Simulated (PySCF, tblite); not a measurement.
# C₈H₁₀OSi: excited states

What do calculations give for the excited states of C₈H₁₀OSi (`Cc1ccccc1C(=O)[SiH3]`)?

Programs: tblite 0.8.0 and PySCF 2.14.0, with routines of our own; each step states its level. All values are computed. Atoms count from 0.

### 1 The starting structure

20 atoms, charge 0, multiplicity 1; geometry from: force field or distance geometry start.

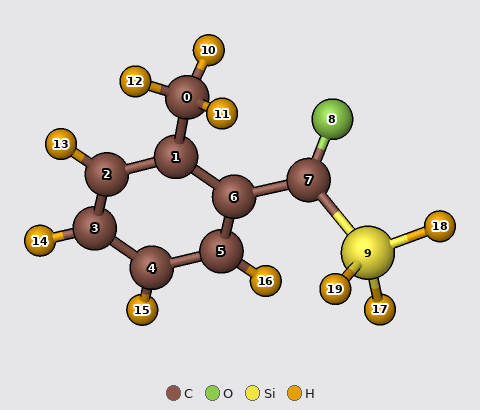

The starting geometry (carbon brown, oxygen green, silicon yellow, hydrogen amber).

### 2 Optimising the geometry with GFN2-xTB

What the job is given:

```
{"job": {"kind": "relax", "xc": "GFN2-xTB", "basis": "xTB"}, "charge": 0, "multiplicity": 1}
C     -0.937300     2.132600    -0.002600
C     -0.970800     0.636400    -0.046200
C     -2.170100    -0.043300     0.186800
C     -2.244700    -1.425800     0.132000
C     -1.101800    -2.179200    -0.129300
C      0.107800    -1.530200    -0.370200
C      0.189000    -0.125900    -0.312300
C      1.486200     0.547400    -0.569100
O      1.592400     1.438800    -1.396100
Si     3.004100     0.064300     0.413800
H     -0.865100     2.534800    -1.018100
H     -0.117500     2.496800     0.610800
H     -1.869100     2.536100     0.453100
H     -3.084600     0.521900     0.384300
H     -3.195600    -1.928300     0.314200
H     -1.160600    -3.261000    -0.174100
H      0.983700    -2.128800    -0.614200
H      3.359900    -1.370600     0.181100
H      4.209300     0.879500     0.073700
H      2.779700     0.215200     1.879400
```

Launch:

```
OMP_NUM_THREADS=1 python excited_run.py task.json out
```

This one command runs all jobs of the session in turn.

Log:

```text
step      E/eV     max force
  0    -761.45016    2.016
  1    -761.53221    0.845
  2    -761.55689    0.700
  3    -761.56558    0.283
  4    -761.57019    0.228
  5    -761.57695    0.179
  6    -761.57938    0.143
  7    -761.58269    0.124
  8    -761.58501    0.127
  9    -761.58730    0.102
 10    -761.58893    0.105
 11    -761.59031    0.104
 12    -761.59145    0.085
 13    -761.59239    0.084
 14    -761.59313    0.071
 15    -761.59376    0.062
 16    -761.59435    0.066
 17    -761.59482    0.057
 18    -761.59511    0.035
 19    -761.59530    0.027
 20    -761.59546    0.031
 21    -761.59562    0.040
 22    -761.59579    0.034
 23    -761.59594    0.035
 24    -761.59607    0.025
 25    -761.59618    0.024
 26    -761.59628    0.025
 27    -761.59641    0.034
 28    -761.59658    0.036
 29    -761.59675    0.034
 30    -761.59689    0.028
 31    -761.59701    0.030
 32    -761.59716    0.033
 33    -761.59735    0.034
 34    -761.59754    0.038
 35    -761.59769    0.036
 36    -761.59782    0.028
 37    -761.59796    0.034
 38    -761.59813    0.037
 39    -761.59830    0.030
 40    -761.59844    0.031
 41    -761.59856    0.030
 42    -761.59869    0.028
 43    -761.59881    0.026
 44    -761.59892    0.026
 45    -761.59905    0.027
 46    -761.59921    0.042
 47    -761.59942    0.046
 48    -761.59961    0.034
 49    -761.59976    0.030
 50    -761.59990    0.029
 51    -761.60007    0.030
 52    -761.60030    0.040
 53    -761.60056    0.044
 54    -761.60083    0.046
 55    -761.60110    0.039
 56    -761.60138    0.039
 57    -761.60162    0.035
 58    -761.60185    0.036
 59    -761.60210    0.048
 60    -761.60247    0.048
 61    -761.60297    0.059
 62    -761.60350    0.070
 63    -761.60400    0.063
 64    -761.60448    0.066
 65    -761.60506    0.068
 66    -761.60570    0.075
 67    -761.60595    0.096
 68    -761.60720    0.069
 69    -761.60798    0.049
 70    -761.60876    0.069
 71    -761.60960    0.061
 72    -761.61037    0.075
 73    -761.61120    0.063
 74    -761.61169    0.049
 75    -761.61233    0.058
 76    -761.61293    0.072
 77    -761.61359    0.076
 78    -761.61415    0.084
 79    -761.61487    0.076
 80    -761.61568    0.083
 81    -761.61683    0.087
 82    -761.61793    0.070
 83    -761.61944    0.078
 84    -761.61675    0.212
 85    -761.62125    0.088
 86    -761.62210    0.072
 87    -761.62384    0.100
 88    -761.62512    0.065
 89    -761.62586    0.062
 90    -761.62709    0.055
 91    -761.62750    0.046
 92    -761.62821    0.047
 93    -761.62871    0.045
 94    -761.62936    0.051
 95    -761.62987    0.045
 96    -761.63035    0.052
 97    -761.63070    0.054
 98    -761.63103    0.047
 99    -761.63138    0.039
100    -761.63169    0.029
101    -761.63192    0.029
102    -761.63208    0.031
103    -761.63222    0.034
104    -761.63239    0.035
105    -761.63255    0.032
106    -761.63269    0.030
107    -761.63281    0.024
108    -761.63297    0.025
109    -761.63317    0.038
110    -761.63342    0.053
111    -761.63366    0.050
112    -761.63387    0.033
113    -761.63404    0.028
114    -761.63421    0.028
115    -761.63437    0.035
116    -761.63452    0.029
117    -761.63467    0.027
118    -761.63486    0.031
119    -761.63513    0.040
120    -761.63548    0.049
121    -761.63589    0.050
122    -761.63635    0.055
123    -761.63679    0.070
124    -761.63729    0.071
125    -761.63776    0.049
126    -761.63825    0.051
127    -761.63863    0.041
128    -761.63908    0.049
129    -761.63941    0.049
130    -761.63966    0.033
131    -761.63984    0.033
132    -761.63998    0.027
133    -761.64008    0.022
134    -761.64014    0.016
135    -761.64019    0.016
136    -761.64024    0.020
137    -761.64027    0.014
138    -761.64030    0.010
```

Run time: 1.2 s. Hardware: 1 thread of Arm Neoverse V1, shared host; peak memory 0.18 GiB.

The steps of the relaxation: (not every step is listed)

```csv
step,energy from step 0 (eV),largest force (eV/Å)
0,0.0000,2.0157
1,-0.0820,0.8450
2,-0.1067,0.6995
3,-0.1154,0.2826
4,-0.1200,0.2277
5,-0.1268,0.1786
6,-0.1292,0.1431
7,-0.1325,0.1236
8,-0.1349,0.1269
20,-0.1453,0.0308
32,-0.1470,0.0327
44,-0.1488,0.0262
56,-0.1512,0.0393
68,-0.1570,0.0693
80,-0.1655,0.0834
92,-0.1780,0.0473
104,-0.1822,0.0346
116,-0.1844,0.0295
128,-0.1889,0.0493
133,-0.1899,0.0216
134,-0.1900,0.0158
135,-0.1900,0.0164
136,-0.1901,0.0199
137,-0.1901,0.0136
138,-0.1901,0.0100
```

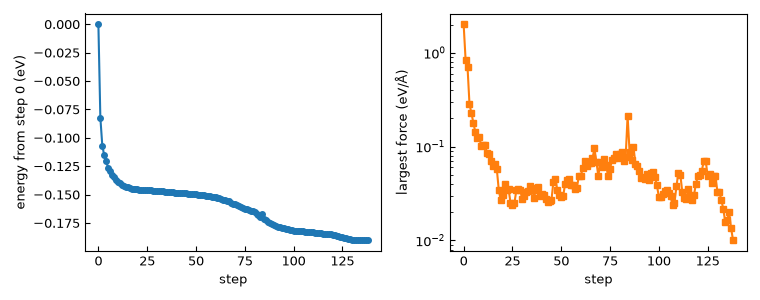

Energy and force, step by step.

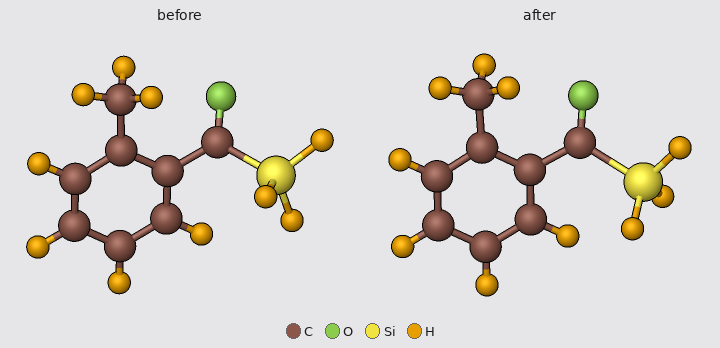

The geometry before (left) and after (right).

Distances of close pairs at the start and the end, largest changes first:

```csv
bond,before (Å),after (Å),change (Å)
C7–Si9,1.872,1.929,+0.057
Si9–H18,1.494,1.457,-0.037
Si9–H17,1.497,1.464,-0.032
Si9–H19,1.490,1.464,-0.026
C0–H12,1.113,1.088,-0.025
C4–C5,1.394,1.379,-0.015
C5–C6,1.408,1.395,-0.013
C2–H13,1.093,1.081,-0.012
```

The end geometry stands in the next job.

### 3 Harmonic vibrations with GFN2-xTB

What the job is given:

```
{"job": {"kind": "ir", "xc": "GFN2-xTB", "basis": "xTB"}, "charge": 0, "multiplicity": 1}
C     -1.072622     2.181604    -0.186691
C     -1.023954     0.692204    -0.081435
C     -2.203947    -0.018464     0.108924
C     -2.214792    -1.398724     0.180394
C     -1.026845    -2.105494     0.075627
C      0.158233    -1.417525    -0.080347
C      0.181213    -0.025270    -0.167329
C      1.487380     0.644834    -0.335534
O      1.601770     1.750427    -0.834230
Si     3.102884    -0.212974     0.277881
H     -0.934636     2.481636    -1.225107
H     -0.270059     2.644891     0.383365
H     -2.030545     2.561177     0.162451
H     -3.133990     0.526217     0.193103
H     -3.148165    -1.924605     0.316962
H     -1.027586    -3.184121     0.122681
H      1.087848    -1.962637    -0.161575
H      3.542080    -1.168555    -0.740809
H      4.087566     0.848084     0.447191
H      2.833019    -0.902028     1.541445
```

Log:

```text
mode    cm-1     km/mol
  1      34.0      2.76
  2      93.9      0.96
  3     126.4      0.22
  4     137.8      0.72
  5     165.7      2.14
  6     202.8      0.16
  7     259.3      0.81
  8     347.8     11.90
  9     358.5      7.54
 10     405.7      6.70
 11     422.7     17.03
 12     439.5     11.61
 13     483.6     14.05
 14     533.8     19.13
 15     566.2     32.36
 16     622.3     18.09
 17     669.1     10.29
 18     692.2     13.73
 19     766.9     49.36
 20     770.2    236.51
 21     779.5    309.44
 22     789.3    160.20
 23     805.2      3.73
 24     880.7      1.87
 25     907.5      3.12
 26     917.1      0.59
 27     929.3      0.31
 28    1011.2      0.82
 29    1022.9     11.58
 30    1103.4      0.63
 31    1134.6     18.68
 32    1181.8      1.68
 33    1206.2     26.73
 34    1235.9     18.30
 35    1264.2      8.14
 36    1321.1      2.77
 37    1404.7     15.27
 38    1428.3      8.68
 39    1457.6     21.39
 40    1467.7      3.86
 41    1478.8     13.68
 42    1564.7     18.12
 43    1596.9     30.49
 44    1674.8    218.49
 45    2255.9    199.70
 46    2257.4    351.34
 47    2324.3    260.27
 48    3009.2      9.48
 49    3030.0     31.25
 50    3036.7      7.14
 51    3069.4     41.92
 52    3070.1      6.36
 53    3082.8     53.81
 54    3094.0     53.11
```

Wall time 0.92 s (1 thread of Arm Neoverse V1, shared host); peak memory 0.18 GiB.

The strongest bands and the atoms that carry them (share of the mass-weighted mode):

```csv
cm⁻¹,km/mol,atoms
770,236.5,"H19 41 %, H17 36 %"
780,309.4,"H17 27 %, H18 26 %, H19 21 %"
789,160.2,"H18 50 %, H17 25 %, H19 16 %"
1675,218.5,"C7 58 %, O8 39 %"
2256,199.7,H17 90 %
2257,351.3,H19 90 %
2324,260.3,H18 97 %
3083,53.8,"H14 44 %, H15 32 %, H13 11 %"
```

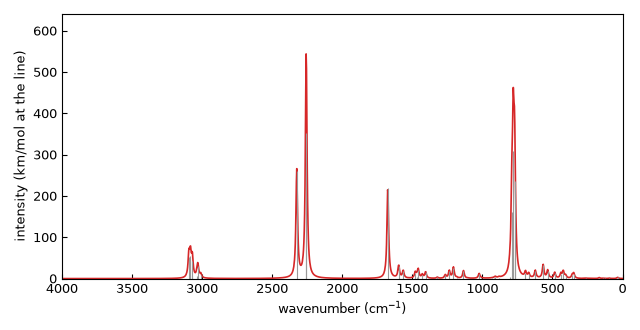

The infrared spectrum from these modes, unscaled. Lines are broadened to a width of 14 cm⁻¹ (Lorentzian).

### 4 Excited states: TDA CAM-B3LYP/def2-SVP

Settings changed since step 3:

```diff
@@ -1,2 +1,2 @@
-{"job": {"kind": "ir", "xc": "GFN2-xTB", "basis": "xTB"}, "charge": 0, "multiplicity": 1}
+{"job": {"kind": "states", "xc": "CAM-B3LYP", "basis": "def2-SVP", "tda": true, "soc": true, "nstates": 5, "ntriplets": 4, "nquad": 4}, "charge": 0, "multiplicity": 1}
 C     -1.072622     2.181604    -0.186691
```

Level: TDA CAM-B3LYP/def2-SVP excited states, vertical, gas phase, spin-orbit mean-field couplings.

Log:

```text
coarse grid: 17600 points
cycle   1  E = -674.7185057552  dE =  1.831e+00  |g| = 8.185e-01  |ddm| = 5.437e+00
cycle   2  E = -674.4438102288  dE =  2.747e-01  |g| = 1.475e+00  |ddm| = 2.917e+00
cycle   3  E = -674.8675541817  dE = -4.237e-01  |g| = 8.527e-02  |ddm| = 1.991e+00
cycle   4  E = -674.8691306039  dE = -1.576e-03  |g| = 5.207e-02  |ddm| = 1.711e-01
cycle   5  E = -674.8698238553  dE = -6.933e-04  |g| = 1.171e-02  |ddm| = 7.969e-02
cycle   6  E = -674.8698574443  dE = -3.359e-05  |g| = 5.069e-03  |ddm| = 2.019e-02
cycle   7  E = -674.8698660360  dE = -8.592e-06  |g| = 1.428e-03  |ddm| = 9.677e-03
final grid: 166520 points
cycle   8  E = -674.9907745888  dE = -3.810e-05  |g| = 4.143e-03  |ddm| = 3.944e-02
cycle   9  E = -674.9907734967  dE =  1.092e-06  |g| = 5.104e-03  |ddm| = 1.114e-02
cycle  10  E = -674.9907789709  dE = -5.474e-06  |g| = 9.817e-04  |ddm| = 6.151e-03
cycle  11  E = -674.9907791573  dE = -1.863e-07  |g| = 2.084e-04  |ddm| = 1.131e-03
cycle  12  E = -674.9907791666  dE = -9.297e-09  |g| = 1.101e-04  |ddm| = 4.083e-04
cycle  13  E = -674.9907791701  dE = -3.546e-09  |g| = 1.712e-05  |ddm| = 1.571e-04
cycle  14  E = -674.9907791703  dE = -1.824e-10  |g| = 8.564e-06  |ddm| = 5.245e-05
converged SCF energy = -674.9907791703

Singlet excitations
state   eV       nm        f     d(h-e)  d(exc)  Lambda  PR(NTO)  |dmu|/D   mu/D   main configurations
  1   3.2142   385.7   0.00139   0.748   2.545   0.539   1.006    1.898    1.220   H->L 0.90
  2   5.0049   247.7   0.05480   0.992   3.129   0.649   1.420    2.932    4.930   H-1->L 0.72, H-2->L+1 0.13, H-2->L 0.08
  3   5.5486   223.5   0.22828   1.128   3.130   0.678   1.294    3.235    5.382   H-2->L 0.70, H-1->L 0.13, H-1->L+1 0.10
  4   6.2022   199.9   0.00305   2.795   3.893   0.213   1.024    7.825    6.058   H->L+1 0.97
  5   6.4316   192.8   0.01132   1.896   3.482   0.503   1.083                     H->L+2 0.85

Triplet excitations (Tamm-Dancoff)
state   eV     d(h-e)  d(exc)  Lambda  PR(NTO)   main configurations
  1   2.5739   0.662   2.453   0.537   1.005   H->L 0.87, H->L+2 0.09
  2   3.6787   0.373   2.761   0.667   1.311   H-1->L 0.42, H-2->L 0.37, H-1->L+1 0.08
  3   4.2247   0.785   2.945   0.657   1.037   H-1->L 0.47, H-2->L 0.38
  4   4.6231   0.180   2.665   0.762   1.385   H-1->L+1 0.71, H-2->L 0.12, H-2->L+1 0.11
S1 - T1 = 0.6403 eV

Spin-orbit couplings |<S|Hso|T>| (cm-1)
             T1       T2       T3       T4
S0       46.277    3.209    0.596    1.637
S1        0.208   16.163    2.842    9.341
S2        4.302    0.974    0.526    0.768
S3       15.775    0.578    0.218    0.863
S4        1.939    0.438    1.809    2.615
S5        2.002    2.558    0.270    0.842
T1 sublevels (cm-1): 0.000 0.000 0.126   radiative rates (1/s): 0.913 0.0657 236
```

It took 69 s on 1 thread of Arm Neoverse V1, shared host; peak memory 0.88 GiB.

In short:

```csv
quantity,value
S1 less T1,0.64 eV
```

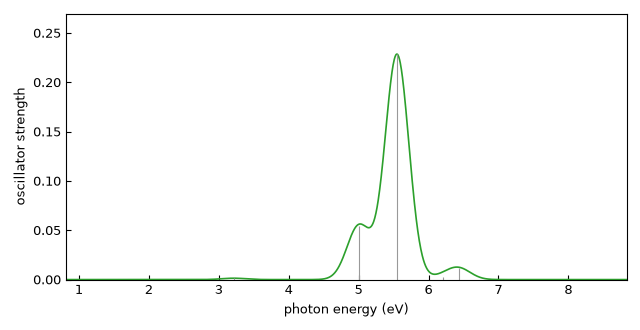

Absorption lines of the singlets. Lines are broadened to a width of 0.40 eV (Gaussian).

The fields below are evaluated on a grid from the run's orbitals.

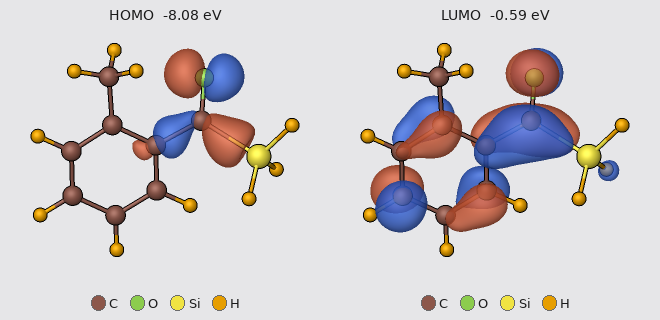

Frontier orbitals at CAM-B3LYP/def2-SVP; each surface holds 70 % of the orbital's density, blue and red mark the sign.

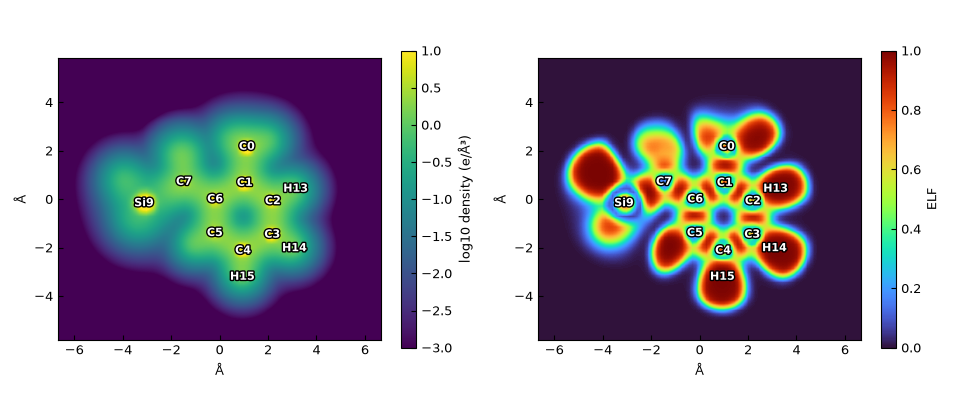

Density (left) and ELF (right) in a plane through or near 12 of the atoms.

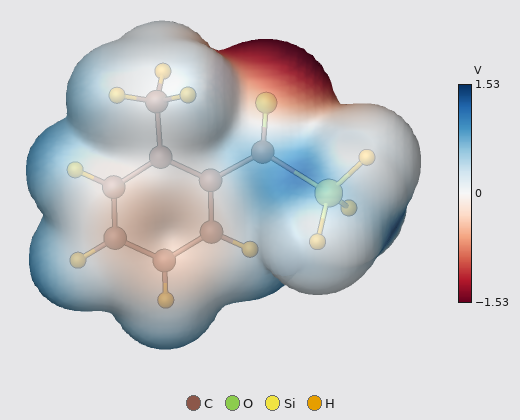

Electrostatic potential on the surface of density 0.002 e/bohr³; red is low, blue high. It runs from -1.53 V near O8 to 1.02 V near H19.

### 5 Results

```
                                                                  quantity                  value
                                 strongest single infrared mode (GFN2-xTB)  2257 cm⁻¹, 351 km/mol
                                              zero-point energy (GFN2-xTB)          92.8 kcal/mol
                               S1 less T1 (step 4, TDA CAM-B3LYP/def2-SVP)                0.64 eV
potential on the surface of density 0.002 e/bohr³, 1st and 99th percentile     -1.53 V and 1.02 V
```

In words: No mode is imaginary among the 54: a minimum at this level. GFN2-xTB is a fitted tight-binding method: band positions and strengths are rough. Its intensities can rank the bands wrongly. In step 4, the number of triplets below S1 is 1, and the largest singlet-triplet spin-orbit coupling is S0–T1, 46.28 cm⁻¹. At CAM-B3LYP/def2-SVP, counted by nearest atom on the grid, the HOMO lies on O8 53 %; C7 14 %, the LUMO on C7 26 %; O8 21 %.
